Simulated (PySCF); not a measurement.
# [Yb(NH3)6]3+: forces at shaken geometries

Aim: move all atoms of relaxed [Yb(NH3)6]3+ at random and read energies and forces. It is a constructed species; whether it can be made isn't addressed.

Program: PySCF 2.14.0. Level of theory: B3LYP, Yb lcecp-1-SVP with ECP59, N def2-SVP, H def2-SVP; scalar-relativistic core potentials, no spin–orbit coupling. These are calculated values, not measurements.

3 further runs of the same task are left out: 2 for a known fault of the program, 1 that didn't finish.

## Step 1: The starting structure

25 atoms, charge 3, spin multiplicity 1.

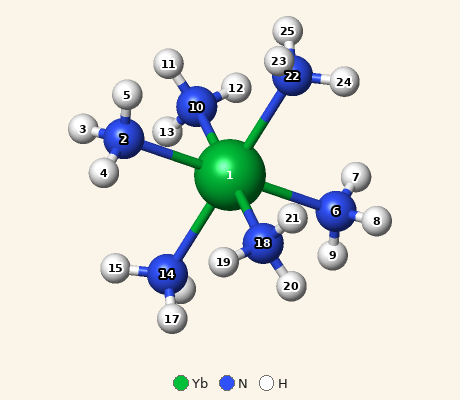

The geometry (ytterbium green, nitrogen blue, hydrogen white); atoms are numbered from 1 in the order of the file.

Coordinates:

```xyz
25
charge 3, multiplicity 1
Yb    0.0000    0.0000    0.0000
N     0.0222    0.0262    2.4894
H     0.8344    0.4973    2.9165
H    -0.7788    0.4992    2.9349
H     0.0264   -0.8985    2.9462
N    -0.0222   -0.0262   -2.4894
H     0.7788   -0.4992   -2.9349
H    -0.8344   -0.4973   -2.9165
H    -0.0264    0.8985   -2.9462
N     2.4893   -0.0014    0.0030
H     2.9282   -0.4726    0.8089
H     2.9375   -0.4604   -0.8045
H     2.9312    0.9306    0.0114
N    -0.0002    2.4889    0.0239
H     0.3856    2.9192    0.8784
H     0.5393    2.9449   -0.7279
H    -0.9286    2.9311   -0.0575
N    -2.4893    0.0014   -0.0030
H    -2.9375    0.4604    0.8045
H    -2.9282    0.4726   -0.8089
H    -2.9312   -0.9306   -0.0114
N     0.0002   -2.4889   -0.0239
H    -0.5393   -2.9449    0.7279
H    -0.3856   -2.9192   -0.8784
H     0.9286   -2.9311    0.0575
```

Formal oxidation states: Yb +3. Each metal's 13 4f electrons lie in its core potential, so multiplicities, spins and levels count the valence alone. An earlier session relaxed this geometry at B3LYP, Yb lcecp-1-SVP with ECP59, N def2-SVP, H def2-SVP (singlet, point group Ci).

Its energy there is -377.792413 Eh.

## Step 2: Atoms moved at random, σ = 0.1 Å

Contents of run.py (the lines that set the calculation):

```python
mol = gto.M(atom='''
Yb    -0.07002    -0.13483     0.05650
N      0.04551     0.04494     2.43543
H      0.73106     0.52583     2.92306
H     -0.78024     0.60311     3.01536
H     -0.01968    -0.95340     3.03879
N     -0.10695    -0.10120    -2.14706
H      0.89157    -0.54165    -3.00053
H     -0.78589    -0.51763    -2.94937
H     -0.06098     1.01172    -3.02831
N      2.45952    -0.27520     0.09590
H      2.95650    -0.39504     0.66451
H      2.81677    -0.58340    -0.77133
H      3.16038     0.87807    -0.03124
N     -0.04408     2.30030    -0.05019
H      0.48826     3.07581     0.85050
H      0.57884     2.85659    -0.83251
H     -0.94628     3.06227    -0.19464
N     -2.47761    -0.09037    -0.06045
H     -2.85989     0.64828     0.79079
H     -3.02633     0.39491    -0.76597
H     -3.02488    -0.85947    -0.04043
N      0.06088    -2.27033     0.02217
H     -0.44293    -2.94207     0.83214
H     -0.41127    -2.87282    -0.92387
H      0.86773    -2.86442     0.07073''',
    basis={'Yb': 'lcecp-1-SVP', 'N': 'def2-SVP', 'H': 'def2-SVP'},
    ecp={'Yb': 'lcecp-1-SVP'},
    charge=3, spin=0)
mf = dft.RKS(mol, xc='B3LYP')
mf.grids.atom_grid = (50, 194)  # f atoms: unpruned, at least (60, 302)
mf = mf.density_fit()  # fitting sets: Yb AutoAux, N def2-universal-JKFIT, H def2-universal-JKFIT
mf.conv_tol = 1e-08; mf.max_cycle = 55
mf.kernel(dm0)  # dm0: the density of the relaxed state
```

Started as:

```console
$ OMP_NUM_THREADS=4 python run.py
```

The log of the run:

```text
init E= -375.810956648662
  HOMO = -1.03043155748803  LUMO = -0.794127233700086  gap/eV = 6.43017
cycle= 1 E= -377.160673806357  delta_E= -1.35  |g|= 0.855  |ddm|= 1.27
  HOMO = -0.652684363801806  LUMO = -0.410620338684287  gap/eV = 6.58690
cycle= 2 E= -376.664880726744  delta_E= 0.496  |g|= 1.61  |ddm|= 1.97
  HOMO = -0.773057719687848  LUMO = -0.46568448546242  gap/eV = 8.36405
cycle= 3 E= -377.33683229604  delta_E= -0.672  |g|= 0.157  |ddm|= 1.38
  HOMO = -0.777610212285642  LUMO = -0.470125051773398  gap/eV = 8.36710
cycle= 4 E= -377.342122349902  delta_E= -0.00529  |g|= 0.0709  |ddm|= 0.159
  HOMO = -0.774369460983141  LUMO = -0.473291074385416  gap/eV = 8.19276
cycle= 5 E= -377.343131004548  delta_E= -0.00101  |g|= 0.0223  |ddm|= 0.0637
  HOMO = -0.775071764349694  LUMO = -0.472826670703287  gap/eV = 8.22451
cycle= 6 E= -377.343240897377  delta_E= -0.00011  |g|= 0.00564  |ddm|= 0.0188
  HOMO = -0.775269157081488  LUMO = -0.472712411033391  gap/eV = 8.23299
cycle= 7 E= -377.343247608294  delta_E= -6.71e-06  |g|= 0.00158  |ddm|= 0.00496
  HOMO = -0.775200532445206  LUMO = -0.472658691635003  gap/eV = 8.23258
cycle= 8 E= -377.343248153317  delta_E= -5.45e-07  |g|= 0.000344  |ddm|= 0.00161
  HOMO = -0.775231871254137  LUMO = -0.472679058111785  gap/eV = 8.23288
cycle= 9 E= -377.343248180832  delta_E= -2.75e-08  |g|= 0.00013  |ddm|= 0.000471
  HOMO = -0.775229155327106  LUMO = -0.472682525931973  gap/eV = 8.23271
cycle= 10 E= -377.343248184315  delta_E= -3.48e-09  |g|= 3.3e-05  |ddm|= 0.000114
  HOMO = -0.775230112479822  LUMO = -0.472683640956588  gap/eV = 8.23271
Extra cycle  E= -377.343248184009  delta_E= 3.06e-10  |g|= 4.98e-05  |ddm|= 6.3e-05
converged SCF energy = -377.343248184009
```

Wall time 15 s (4 threads of Arm Neoverse V2, shared host).

It gives: E = -377.343248 Eh (+12.222 eV from the relaxed state), HOMO -21.10 eV, LUMO -12.86 eV, Mulliken charge on Yb1 +1.10 e, largest force component 20.875 eV/Å. 

```
atom       Fx      Fy  Fz (eV/Å)
 Yb1    0.431   3.006      1.492
  N2   -5.173  -2.536      3.371
  H3    3.020   1.177      1.150
  H4    1.702  -1.706     -1.997
  H5    0.384   3.042     -1.866
  N6    2.263   1.373    -12.048
  H7   -2.904   1.263      3.515
  H8    0.868   0.542      2.691
  H9   -0.164  -3.199      3.597
 N10  -15.512  11.031    -19.871
 H11   17.565  -6.255     20.875
 H12    0.861  -1.396     -1.294
 H13   -3.048  -3.309      0.143
 N14    1.091   8.544      0.570
 H15   -1.952  -3.235     -2.792
 H16   -1.495  -2.047      1.702
 H17    2.426  -2.882      0.546
 N18    0.703   6.533      2.615
 H19    1.109  -3.000     -2.265
 H20    0.341   0.600     -1.202
 H21   -2.561  -4.143      1.071
 N22   -3.979  -7.878     -0.748
 H23    0.767   2.332     -2.090
 H24    1.300   2.272      3.013
 H25    1.955  -0.130     -0.177
```

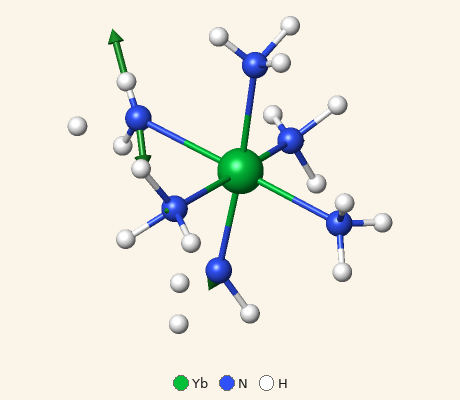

Forces as arrows, the longest for the largest force.

## Step 3: Atoms moved at random, σ = 0.06 Å

Contents of run.py (the lines that set the calculation):

```python
mol = gto.M(atom='''
Yb     0.01240    -0.04613    -0.16120
N     -0.01901     0.03910     2.47126
H      0.94087     0.53078     2.91456
H     -0.74412     0.53402     2.94442
H      0.01035    -0.86487     2.93880
N      0.02982    -0.01138    -2.46016
H      0.77522    -0.53566    -2.99529
H     -0.79377    -0.49562    -3.03926
H     -0.04984     0.91045    -2.94077
N      2.48594    -0.03183     0.11779
H      2.81922    -0.37448     0.85760
H      3.00612    -0.42382    -0.79111
H      2.90293     0.89691     0.04194
N      0.01156     2.43886     0.04252
H      0.34637     3.02437     0.89999
H      0.53547     2.92038    -0.82613
H     -0.90934     3.04031     0.00636
N     -2.49977     0.04694    -0.03373
H     -2.92570     0.36853     0.94409
H     -2.88519     0.49274    -0.77762
H     -2.83873    -0.86991     0.08616
N     -0.17756    -2.61313    -0.18596
H     -0.60768    -3.03758     0.83859
H     -0.33608    -2.93790    -0.94047
H      0.91052    -3.00108     0.04760''',
    basis={'Yb': 'lcecp-1-SVP', 'N': 'def2-SVP', 'H': 'def2-SVP'},
    ecp={'Yb': 'lcecp-1-SVP'},
    charge=3, spin=0)
mf = dft.RKS(mol, xc='B3LYP')
mf.grids.atom_grid = (50, 194)  # f atoms: unpruned, at least (60, 302)
mf = mf.density_fit()  # fitting sets: Yb AutoAux, N def2-universal-JKFIT, H def2-universal-JKFIT
mf.conv_tol = 1e-08; mf.max_cycle = 55
mf.kernel(dm0)  # dm0: the density of the relaxed state
```

Started as:

```console
$ OMP_NUM_THREADS=4 python run.py
```

The log of the run:

```text
init E= -377.219967676775
  HOMO = -0.83797951970138  LUMO = -0.54383878820792  gap/eV = 8.00398
cycle= 1 E= -377.600200089071  delta_E= -0.38  |g|= 0.255  |ddm|= 0.64
  HOMO = -0.723963467826081  LUMO = -0.450771607149469  gap/eV = 7.43393
cycle= 2 E= -377.587580411233  delta_E= 0.0126  |g|= 0.36  |ddm|= 0.501
  HOMO = -0.764626468159368  LUMO = -0.459356983634748  gap/eV = 8.30681
cycle= 3 E= -377.615862666858  delta_E= -0.0283  |g|= 0.0322  |ddm|= 0.275
  HOMO = -0.765797574054998  LUMO = -0.462655028031281  gap/eV = 8.24893
cycle= 4 E= -377.616098405084  delta_E= -0.000236  |g|= 0.00622  |ddm|= 0.0336
  HOMO = -0.765799972218502  LUMO = -0.462382881341271  gap/eV = 8.25640
cycle= 5 E= -377.616104604354  delta_E= -6.2e-06  |g|= 0.00357  |ddm|= 0.00716
  HOMO = -0.766048617413286  LUMO = -0.462470413236435  gap/eV = 8.26078
cycle= 6 E= -377.616107316985  delta_E= -2.71e-06  |g|= 0.000555  |ddm|= 0.00285
  HOMO = -0.766078553083487  LUMO = -0.462526629493853  gap/eV = 8.26007
cycle= 7 E= -377.616107386141  delta_E= -6.92e-08  |g|= 0.000129  |ddm|= 0.000631
  HOMO = -0.766071053516199  LUMO = -0.46251919214202  gap/eV = 8.26007
cycle= 8 E= -377.616107388911  delta_E= -2.77e-09  |g|= 7.16e-05  |ddm|= 0.000141
  HOMO = -0.76606924895285  LUMO = -0.46251559441063  gap/eV = 8.26012
Extra cycle  E= -377.616107387318  delta_E= 1.59e-09  |g|= 0.000112  |ddm|= 0.000137
converged SCF energy = -377.616107387318
```

It took 14 s on 4 threads of Arm Neoverse V2, shared host.

It gives: E = -377.616107 Eh (+4.798 eV from the relaxed state), HOMO -20.85 eV, LUMO -12.59 eV, Mulliken charge on Yb1 +1.08 e, largest force component 18.759 eV/Å. 

```
atom      Fx      Fy  Fz (eV/Å)
 Yb1  -0.459  -0.013      2.055
  N2   4.293   1.004      0.038
  H3  -3.062  -1.453     -1.379
  H4  -1.088   0.757      0.638
  H5  -0.083  -0.451      0.271
  N6  -1.765  -1.510     -3.703
  H7  -0.042   0.834      0.581
  H8   1.289   0.894      1.735
  H9   0.541  -0.157      0.206
 N10  -2.963   3.495    -11.358
 H11   4.149  -4.356      8.150
 H12  -1.088   0.146      2.611
 H13  -0.072   0.682      0.451
 N14  -0.443   4.040     -0.740
 H15   0.289  -1.468     -1.448
 H16  -1.027  -1.026      2.339
 H17   1.242  -1.697     -0.404
 N18   2.471  -0.154      6.361
 H19   0.948   0.367     -2.650
 H20  -2.427   1.874     -2.885
 H21  -0.866  -2.172     -0.926
 N22   6.896   5.289     18.759
 H23   0.565   0.861     -4.398
 H24  -3.981  -7.001    -13.215
 H25  -3.318   1.217     -1.086
```

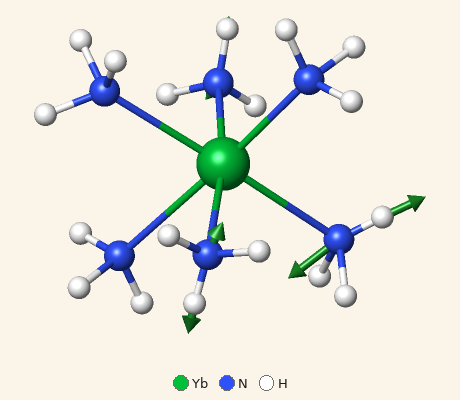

Forces as arrows, the longest for the largest force.

## Step 4: Atoms moved at random, σ = 0.1 Å

Contents of run.py (the lines that set the calculation):

```python
mol = gto.M(atom='''
Yb     0.07820     0.00253    -0.07219
N     -0.04643    -0.02767     2.58257
H      0.83851     0.54901     2.86634
H     -0.84028     0.52248     2.87249
H      0.04416    -0.97203     2.86618
N     -0.08872    -0.11564    -2.50360
H      0.92083    -0.41238    -2.94327
H     -0.90227    -0.56612    -3.07220
H     -0.00059     0.90545    -2.89384
N      2.40154    -0.09109     0.02359
H      3.06835    -0.49659     0.86058
H      2.95986    -0.39999    -0.79096
H      2.85038     1.07318     0.04087
N      0.01598     2.42887     0.01207
H      0.24675     2.76411     0.87777
H      0.61490     2.92789    -0.72049
H     -0.89170     2.89299    -0.04582
N     -2.53142    -0.06738    -0.05757
H     -3.01285     0.51714     0.82555
H     -2.83589     0.51611    -0.71758
H     -2.79360    -0.81673     0.03215
N      0.02320    -2.48240    -0.03033
H     -0.65147    -2.92356     0.75191
H     -0.45361    -2.91947    -0.79990
H      0.98616    -2.80872     0.03570''',
    basis={'Yb': 'lcecp-1-SVP', 'N': 'def2-SVP', 'H': 'def2-SVP'},
    ecp={'Yb': 'lcecp-1-SVP'},
    charge=3, spin=0)
mf = dft.RKS(mol, xc='B3LYP')
mf.grids.atom_grid = (50, 194)  # f atoms: unpruned, at least (60, 302)
mf = mf.density_fit()  # fitting sets: Yb AutoAux, N def2-universal-JKFIT, H def2-universal-JKFIT
mf.conv_tol = 1e-08; mf.max_cycle = 55
mf.kernel(dm0)  # dm0: the density of the relaxed state
```

Started as:

```console
$ OMP_NUM_THREADS=4 python run.py
```

The log of the run:

```text
init E= -377.197363617783
  HOMO = -0.823996726259573  LUMO = -0.559199968324504  gap/eV = 7.20549
cycle= 1 E= -377.584217146668  delta_E= -0.387  |g|=  0.3  |ddm|= 0.746
  HOMO = -0.723971452553535  LUMO = -0.447327200577052  gap/eV = 7.52787
cycle= 2 E= -377.561142352601  delta_E= 0.0231  |g|= 0.451  |ddm|= 0.609
  HOMO = -0.74340913128222  LUMO = -0.461081942214215  gap/eV = 7.68251
cycle= 3 E= -377.606616968531  delta_E= -0.0455  |g|= 0.0348  |ddm|= 0.342
  HOMO = -0.746541556957149  LUMO = -0.464876083655883  gap/eV = 7.66451
cycle= 4 E= -377.606881145555  delta_E= -0.000264  |g|= 0.00896  |ddm|= 0.0373
  HOMO = -0.745390978271912  LUMO = -0.464934575793788  gap/eV = 7.63161
cycle= 5 E= -377.606894828157  delta_E= -1.37e-05  |g|= 0.00443  |ddm|= 0.00943
  HOMO = -0.745853010474264  LUMO = -0.464893749497945  gap/eV = 7.64529
cycle= 6 E= -377.606899063403  delta_E= -4.24e-06  |g|= 0.000671  |ddm|= 0.00375
  HOMO = -0.745893721857877  LUMO = -0.464969851953051  gap/eV = 7.64433
cycle= 7 E= -377.606899163936  delta_E= -1.01e-07  |g|= 0.000186  |ddm|= 0.000821
  HOMO = -0.745878871952284  LUMO = -0.464963490708318  gap/eV = 7.64410
cycle= 8 E= -377.606899170022  delta_E= -6.09e-09  |g|= 8.71e-05  |ddm|= 0.000195
  HOMO = -0.745888263924147  LUMO = -0.464957562460884  gap/eV = 7.64451
Extra cycle  E= -377.606899167925  delta_E= 2.1e-09  |g|= 0.000132  |ddm|= 0.000163
converged SCF energy = -377.606899167925
```

Wall time 14 s (4 threads of Arm Neoverse V2, shared host).

It gives: E = -377.606899 Eh (+5.048 eV from the relaxed state), HOMO -20.30 eV, LUMO -12.65 eV, Mulliken charge on Yb1 +0.99 e, largest force component 19.574 eV/Å. 

```
atom      Fx       Fy  Fz (eV/Å)
 Yb1  -1.580   -0.798      0.623
  N2   2.983    3.136     -2.562
  H3  -1.919   -1.542     -0.044
  H4  -0.656   -0.363      0.909
  H5  -0.294   -1.182      1.293
  N6   2.322    1.374     -2.486
  H7  -3.113   -0.085      0.879
  H8   1.854    0.701      0.835
  H9  -0.888   -1.817      0.614
 N10   4.733    3.419      2.093
 H11  -2.063    0.956     -2.116
 H12  -0.163   -0.262     -0.093
 H13  -1.582   -4.002      0.059
 N14  -0.364   -0.632     -3.930
 H15   1.797    1.413      3.391
 H16  -0.790   -0.381      1.255
 H17  -0.607    0.053     -0.706
 N18   8.584   19.574      5.461
 H19   1.599   -2.119     -2.317
 H20  -2.235    2.057     -4.516
 H21  -7.666  -19.464      1.327
 N22  -2.574    0.364      2.542
 H23   2.452    0.980     -1.367
 H24   0.209   -0.483     -1.353
 H25  -0.040   -0.895      0.207
```

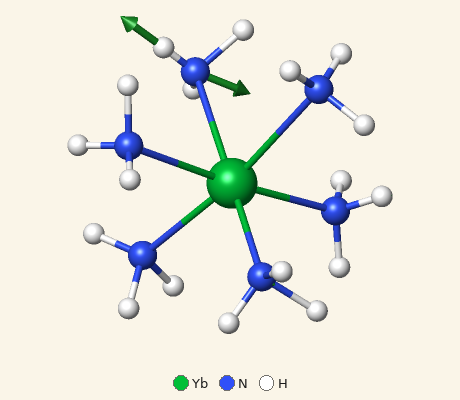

Forces as arrows, the longest for the largest force.

## Step 5: The displacements side by side

| σ (Å) | energy rise (eV) | harmonic estimate −½ F·u (eV) | largest force component (eV/Å) |
| --- | --- | --- | --- |
| 0.1 | 12.222 | 10.971 | 20.87 |
| 0.06 | 4.798 | 4.976 | 18.76 |
| 0.1 | 5.048 | 5.293 | 19.57 |

Every displacement raises the energy. For a harmonic well the rise equals −½ F·u; the two differ by at most 10 % here (a move with σ = 0.1 Å), from anharmonicity, the grid and the small forces left at the relaxed point. The largest moves cost over 1 eV, far outside the harmonic range, so agreement there can come from errors that cancel between squeezed and stretched bonds. These are double-zeta-type bases without diffuse functions. Spin–orbit coupling is left out. The core potential fixes the 4f count, so no charge can pass from the ligands into that shell.
